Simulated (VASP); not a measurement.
Band structure of Mg3ZnTe4 (ordered alloy cell). Calculation: PBE GGA, VASP's PBE PAW potentials (set 64) (plane waves; VASP).

Unless said otherwise, spin-orbit coupling is left out, though it shifts the bands of the heavy elements here.

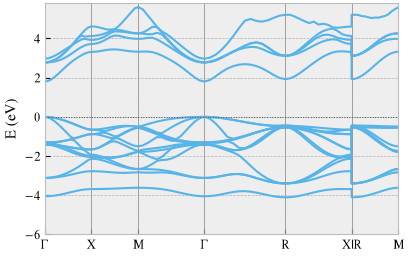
Figure: Bands along high-symmetry lines, zero at the valence-band maximum or, without a gap, the Fermi level

Question: Read the plot: is there a gap, and where are the band edges?

Answer: The gap is direct, 1.80 eV, from the valence maximum at Γ to the conduction minimum at Γ. (Edges off the drawn lines would not show.)

The structure was generated: Mg3ZnTe4 was put into an ordered model structure (P-43m), which need not be its known phase. It was relaxed first.
